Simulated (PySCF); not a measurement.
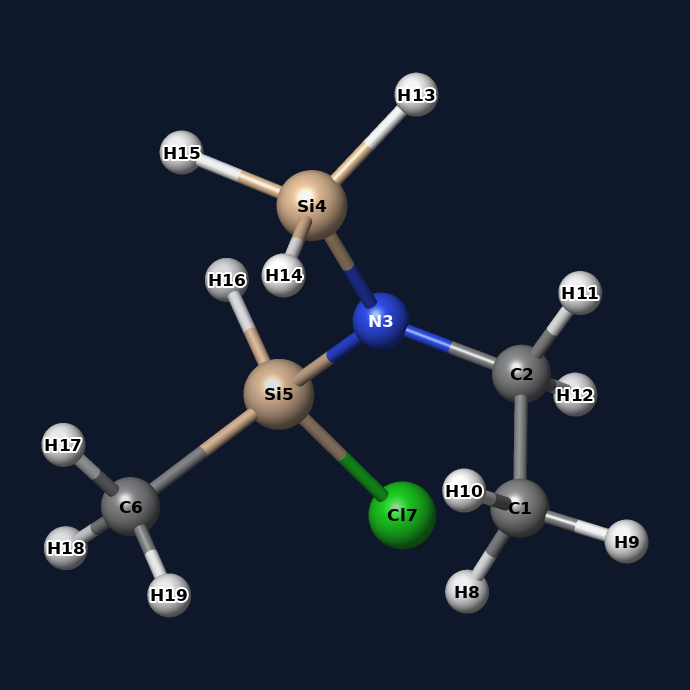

The computed structure is the end point of a GFN2-xTB optimisation. No frequency run is at hand to confirm it as a minimum. Electric field gradients from the ground-state density, PBE0/pcSseg-1 (PySCF 2.14.0), non-relativistic apart from any core potentials.

Give the largest field-gradient component, the quadrupole coupling constant and the asymmetry for 14N at N3 (Q = 20.44 mb), 35Cl at Cl7 (Q = −81.7 mb), 2H at H8 (Q = 2.86 mb), 2H at H9 (Q = 2.86 mb), 2H at H10 (Q = 2.86 mb), 2H at H11 (Q = 2.86 mb).

| atom | V_zz (a.u.) | e²qQ/h (MHz) | η |
| --- | --- | --- | --- |
| N3 | −0.857 | −4.11 | 0.48 |
| Cl7 | 1.981 | −38.0 | 0.07 |
| H8 | 0.314 | 0.211 | 0.03 |
| H9 | 0.317 | 0.213 | 0.02 |
| H10 | 0.315 | 0.211 | 0.03 |
| H11 | 0.296 | 0.199 | 0.07 |

The geometry is semi-empirical. Around Si such bond lengths and angles can be off by a tenth of an ångström or more and by several degrees, and values that hang on the shape move with them.
